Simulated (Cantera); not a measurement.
Feed: 1 mol H₂O, 0.0063 mol SO₂, 0.55 mol N₂, at 0.100 bar.

Equilibrium computed with Cantera from the NASA thermochemical tables; the gas is ideal and each condensed phase is pure. Candidate condensed phases: H₂O, H₂SO₄, S; 35 gas species. Kinetics and transport are ignored.

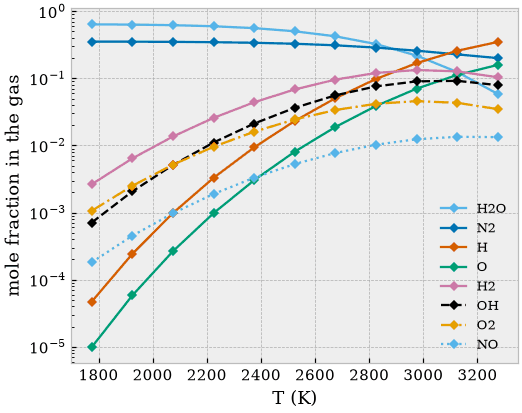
Figure: Equilibrium gas composition (values under 1e-9 drawn at 1e-9)

### Question
Read off the mole fractions at 3125 K.

### Answer
H about 0.26, N₂ about 0.23, H₂ about 0.13, H₂O about 0.12, O about 0.11, OH about 0.092, O₂ about 0.043, NO about 0.013.
